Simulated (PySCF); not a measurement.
**HSiF (SiHF): electronic excitations and core binding energies**

What electronic excitations and core binding energies should HSiF (SiHF) (`F[SiH]`) show?

The runs use PySCF 2.14.0, with density-fitted response routines of our own; the level of theory stands in each step. All values are computed, except where a source is named. Atoms are numbered from 0 throughout.

## (1) The molecule as given

3 atoms, charge 0, multiplicity 1; geometry from: GFN2-xTB.

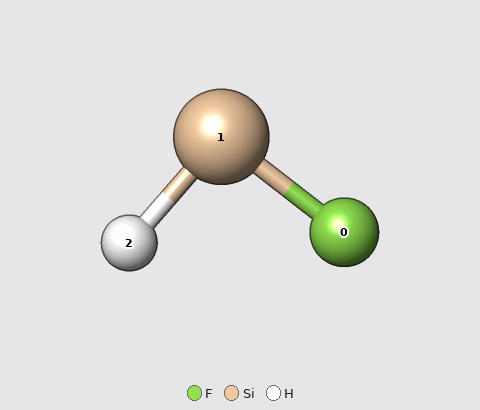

The starting geometry (fluorine green, silicon light orange, hydrogen white), atoms numbered.

## (2) Excited states and response: CAM-B3LYP/def2-SVPD

Job settings and geometry (Å):

```
{"job": {"kind": "uv", "xc": "CAM-B3LYP", "basis": "def2-SVPD", "nstates": 8, "ntriplets": 3}, "charge": 0, "multiplicity": 1}
F      1.184284    -0.323706    -0.001698
Si    -0.090513     0.708998    -0.012936
H     -1.082290    -0.387830     0.002081
```

With the program's defaults for keys left out, this is: TDDFT CAM-B3LYP/def2-SVPD, vertical, gas phase, core orbitals frozen in the response.

Output:

```text
coarse grid: 3336 points
cycle   1  E = -389.6483882057  dE = -7.727e-02  |g| = 5.139e-01  |ddm| = 1.522e+00
cycle   2  E = -389.5927400342  dE =  5.565e-02  |g| = 8.144e-01  |ddm| = 8.888e-01
cycle   3  E = -389.7005460809  dE = -1.078e-01  |g| = 2.377e-02  |ddm| = 4.604e-01
cycle   4  E = -389.7007046624  dE = -1.586e-04  |g| = 5.536e-03  |ddm| = 5.826e-02
cycle   5  E = -389.7007146969  dE = -1.003e-05  |g| = 6.176e-04  |ddm| = 1.263e-02
cycle   6  E = -389.7007150091  dE = -3.122e-07  |g| = 1.752e-04  |ddm| = 3.043e-03
final grid: 28904 points
cycle   7  E = -389.7478813825  dE = -1.725e-06  |g| = 9.704e-04  |ddm| = 5.703e-03
cycle   8  E = -389.7478812774  dE =  1.051e-07  |g| = 1.280e-03  |ddm| = 1.196e-03
cycle   9  E = -389.7478815341  dE = -2.567e-07  |g| = 5.718e-05  |ddm| = 7.030e-04
cycle  10  E = -389.7478815350  dE = -8.897e-10  |g| = 8.381e-06  |ddm| = 7.772e-05
converged SCF energy = -389.7478815350

Static polarisability (au): isotropic 30.483, principal 28.878 29.399 33.171

Singlet excitations
state   eV       nm        f      main configurations
  1   2.9840    415.5   0.02218   H->L 0.98
  2   5.7863    214.3   0.08304   H->L+1 0.94
  3   6.9591    178.2   0.14850   H->L+2 0.95
  4   7.5142    165.0   0.04913   H-1->L 0.93
  5   8.2864    149.6   0.29780   H->L+3 0.93
  6   8.4719    146.3   0.00559   H-3->L 0.96
  7   8.7795    141.2   0.19612   H->L+4 0.94
  8   8.8669    139.8   0.01529   H-2->L 0.91

Triplet excitations (Tamm-Dancoff, eV): 1.6465 4.4886 6.3338
```

Run time: 1.1 s. Hardware: 1 thread, shared host.

The orbitals next to the gap, with their largest atomic shares:

```csv
orbital,eV,atoms
HOMO−3,-14.33,"F0 78 %, Si1 14 %, H2 7 %"
HOMO−2,-14.07,"F0 92 %, Si1 8 %"
HOMO−1,-12.98,"F0 45 %, Si1 35 %, H2 20 %"
HOMO,-8.42,"Si1 66 %, H2 20 %, F0 14 %"
LUMO,-1.58,"Si1 74 %, F0 15 %, H2 11 %"
LUMO+1,0.90,"Si1 70 %, F0 16 %, H2 14 %"
LUMO+2,1.62,"Si1 83 %, H2 11 %, F0 6 %"
```

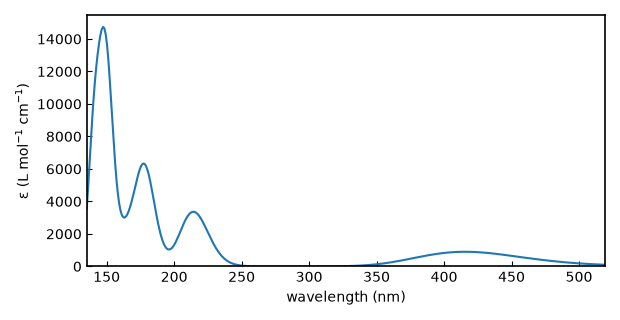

Absorption spectrum: each of the 8 states is a Gaussian band of 0.4 eV half-width at 1/e. Beyond the last state computed it falls off for lack of states.

Further results of this job:

```csv
property,computed
dipole moment (D),1.33
polarisability (Å³),4.52
HOMO–LUMO gap (eV),6.84
−ε(HOMO) (eV),8.42
```

## (3) Core-electron binding energies: SCAN, X2C

Job settings and geometry (Å):

```
{"job": {"kind": "xps"}, "charge": 0, "multiplicity": 1}
F      1.184284    -0.323706    -0.001698
Si    -0.090513     0.708998    -0.012936
H     -1.082290    -0.387830     0.002081
```

Method: delta-SCF UKS SCAN, pcX-2 on the ionised atom, pcseg-1 elsewhere, spin-free X2C.

Output:

```text
ground state, core basis on atom 0 (F), 68 functions
  cycle   1  E = -390.49871529  |g| = 6.55e-01
  cycle   2  E = -389.96258543  |g| = 1.87e+00
  cycle   3  E = -390.56387536  |g| = 7.41e-02
  cycle   4  E = -390.56514148  |g| = 3.99e-02
  cycle   5  E = -390.56548168  |g| = 1.02e-02
  cycle   6  E = -390.56551837  |g| = 1.02e-03
  cycle   7  E = -390.56552070  |g| = 1.67e-04
  E(ground) = -390.59154568 Eh
hole in F 1s of atom 0
  cycle   1  E = -364.21672818  |g| = 2.58e+00
  cycle   2  E = -364.19378963  |g| = 2.12e+00
  cycle   3  E = -365.09592903  |g| = 2.59e-01
  cycle   4  E = -365.11149348  |g| = 4.22e-02
  cycle   5  E = -365.11232236  |g| = 1.47e-02
  cycle   6  E = -365.11247206  |g| = 2.81e-03
  cycle   7  E = -365.11247801  |g| = 7.69e-04
  cycle   8  E = -365.11247898  |g| = 2.30e-04
  E(ion) = -365.14463317 Eh   <S^2> = 0.7574   hole on atom = 1.000   binding energy = 692.446 eV
ground state, core basis on atom 1 (Si), 79 functions
  cycle   1  E = -390.61570460  |g| = 2.99e-01
  cycle   2  E = -390.61359185  |g| = 1.43e-01
  cycle   3  E = -390.61086685  |g| = 1.87e-01
  cycle   4  E = -390.61670547  |g| = 1.31e-02
  cycle   5  E = -390.61673020  |g| = 9.86e-04
  cycle   6  E = -390.61673094  |g| = 2.63e-04
  E(ground) = -390.59978153 Eh
hole in Si 1s of atom 1
  cycle   1  E = -321.64013631  |g| = 4.34e+00
  cycle   2  E = -321.21544123  |g| = 2.46e+00
  cycle   3  E = -321.63439095  |g| = 1.58e+00
  cycle   4  E = -322.64143083  |g| = 2.11e-01
  cycle   5  E = -322.65158741  |g| = 7.92e-02
  cycle   6  E = -322.65470783  |g| = 2.13e-02
  cycle   7  E = -322.65497003  |g| = 6.90e-03
  cycle   8  E = -322.65499790  |g| = 6.59e-04
  cycle   9  E = -322.65499848  |g| = 1.60e-04
  E(ion) = -322.64650597 Eh   <S^2> = 0.7520   hole on atom = 1.000   binding energy = 1849.103 eV
hole in Si 2p of atom 1
  cycle   1  E = -386.30143789  |g| = 1.20e+00
  cycle   2  E = -385.97699307  |g| = 1.34e+00
  cycle   3  E = -386.31382130  |g| = 8.57e-01
  cycle   4  E = -386.58166438  |g| = 5.23e-02
  cycle   5  E = -386.58239025  |g| = 3.74e-02
  cycle   6  E = -386.58307340  |g| = 9.27e-03
  cycle   7  E = -386.58311960  |g| = 2.29e-03
  cycle   8  E = -386.58312342  |g| = 3.51e-04
  E(ion) = -386.57838635 Eh   <S^2> = 0.7517   hole on atom = 1.003   binding energy = 109.428 eV
  2p3/2 = 109.061 eV   2p1/2 = 109.716 eV
```

Run time: 2.1 s. Hardware: 1 thread, shared host.

Binding energies by hole, beside the orbital energy of the ground state; the difference holds orbital relaxation and, for a density functional, its self-interaction error:

```csv
hole,stands for,environment,ΔSCF (eV; 2p as the shell's mean),−ε (eV),⟨S²⟩
F1s on F0,F0,fluorine bonded to Si,692.45,666.6,0.757
Si1s on Si1,Si1,"silicon bonded to F, H",1849.10,1794.7,0.752
Si2p on Si1,Si1,"silicon bonded to F, H",109.28,97.4,0.752
```

With the spin-orbit splitting: Si1 2p3/2 109.06, 2p1/2 109.72 eV. The table gives each 2p level as the mean over the whole 2p shell (two parts 2p3/2, one part 2p1/2), which differs a little from the single hole in the log.

## (4) Outcome

| quantity | value |
| --- | --- |
| lowest singlet (CAM-B3LYP/def2-SVPD) | 2.98 eV (415 nm), f = 0.022 |
| brightest single state of those computed | state 5, 8.29 eV, f = 0.298 |
| lowest triplet | 1.65 eV |
| F1s binding energies, SCAN/pcX-2 | F0 692.45 eV |
| Si1s binding energies, SCAN/pcX-2 | Si1 1849.10 eV |
| Si2p binding energies, SCAN/pcX-2 | Si1 109.28 eV |

The lowest singlet, at 2.98 eV, is HOMO→LUMO 0.98 and is weak; of the 8 states computed, the strongest absorption comes from state 5 at 8.29 eV. State 1 absorbs in the visible (415 nm). The lowest triplet lies 1.34 eV below the lowest singlet (triplets in Tamm-Dancoff, singlets in full TDDFT).
